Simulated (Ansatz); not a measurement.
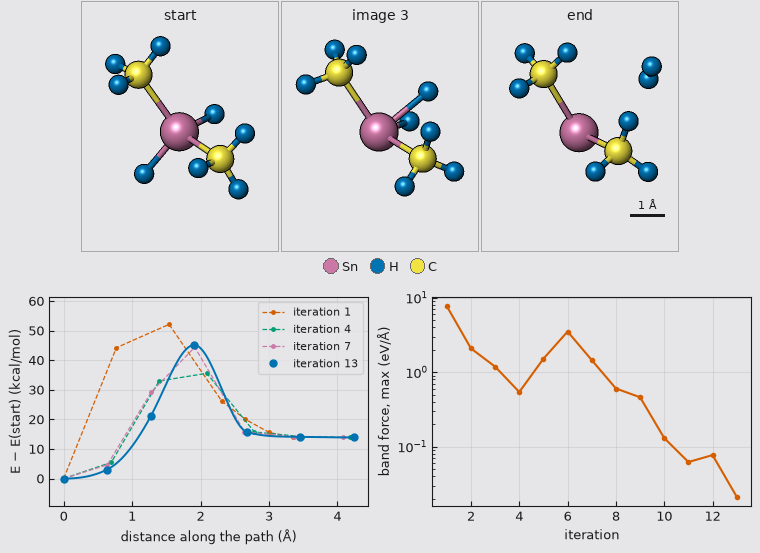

NEB run on C2H8Sn. Images are numbered from 0 (start) to 6 (end). The plot follows the band through its iterations. The picture is a ball-and-stick view, seen from a free direction.

Computed with Ansatz, RKS BLYP/def2-SVP. Set-up: 5 movable images; climbing image; force threshold 0.05 eV/Å; iteration limit 60; starting path through a guess of the saddle point.

Question: Judge this run.

Answer: The result is final at these settings. The band converged in 13 iterations. The largest component of the band force went from 7.7 to 0.021 eV/Å. The climbing image converged on the top of the path. Its vibrational analysis gives one imaginary mode (1162i cm⁻¹), as a transition state must have. The first iteration put the highest image at 52.1 kcal/mol. Forward barrier 45.1 kcal/mol, backward barrier 31.2 kcal/mol, with image 3 at the top; the reaction energy is +13.9 kcal/mol.
